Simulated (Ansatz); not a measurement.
The figure comes from a scan of CdTe (zinc blende): the cell is scaled evenly about its relaxed volume V₀. Computed with r2SCAN (plane waves to 500 eV, PAW, scalar-relativistic; Ansatz, an electronic-structure program). k mesh 9×9×9 (Γ-centred), Fermi-Dirac smearing 0.05 eV. E stands for the smeared free energy. CdTe was relaxed with its symmetry unable to fall. Spin-orbit coupling is left out, though Te is heavy. ΔE is measured from the relaxed starting cell.

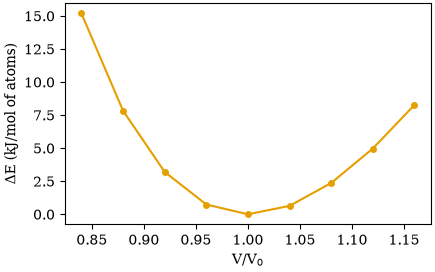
Fig. 1. ΔE (kJ/mol of atoms) against V/V₀; computed points joined by lines.

Task: Turn the plot into a table (rounded to what can be read).

Result: To the nearest 0.2:

```tsv
V/V₀	ΔE (kJ/mol of atoms)
0.840	15.2
0.880	7.8
0.920	3.2
0.960	0.8
1.000	0.0
1.040	0.6
1.080	2.4
1.120	5.0
1.160	8.2
```

(Under strain, the slope of the energy per volume gives the stress and its curvature an elastic modulus.)
